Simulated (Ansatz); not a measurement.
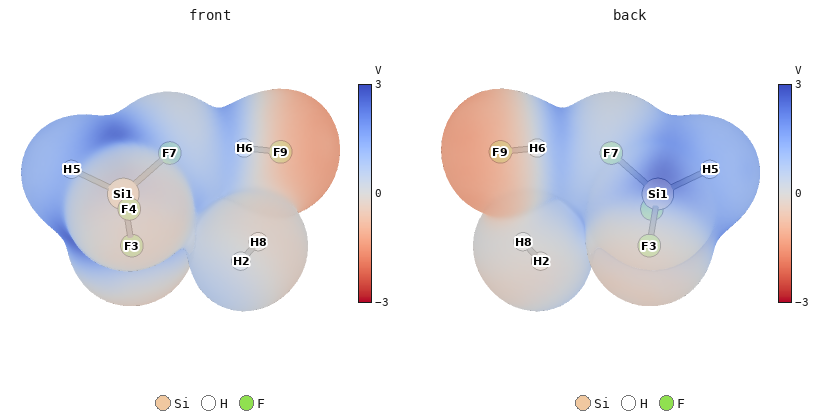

Figure 1: F₃HSi···H₂···HF. The electrostatic potential painted on the density surface at 0.002 e/bohr³, seen from the front and from behind; red is negative and blue positive.

The product side of a reaction path; geometry: PBE0-D4/def2-TZVP.

Method: Ansatz, RKS PBE0-D4/def2-TZVPP.

Input

```
crystal:
  periodic: [false, false, false]
  atoms:
    - {symbol: Si, position_ang: [-0.767824, 0.590519, -1.141714]}
    - {symbol: H, position_ang: [-0.666255, -1.482572, 1.676733]}
    - {symbol: F, position_ang: [-0.789370, -0.922217, -1.555733]}
    - {symbol: F, position_ang: [-1.857217, 0.838442, -0.040409]}
    - {symbol: H, position_ang: [-0.972314, 1.460904, -2.295387]}
    - {symbol: H, position_ang: [1.910617, 0.223941, 0.726469]}
    - {symbol: F, position_ang: [0.649455, 0.891649, -0.493639]}
    - {symbol: H, position_ang: [0.067014, -1.376215, 1.774081]}
    - {symbol: F, position_ang: [2.425794, -0.224350, 1.349698]}
basis:
  gaussian: {orbitals: def2-TZVPP}
hamiltonian: {xc: pbe0, dispersion: d4}
output: {orbitals: {seedname: orbitals}}
```

Launched as:

```sh
ansatz run in.yaml --threads 4 --pin off --events-out ev --progress --plain --max-ram 9574MiB
```

Where is the surface potential most negative and most positive?

The most negative region (about −1.3 V, or −30 kcal/mol for a unit charge) lies over F9, the most positive (about +2.5 V, or +58 kcal/mol for a unit charge) over Si1.
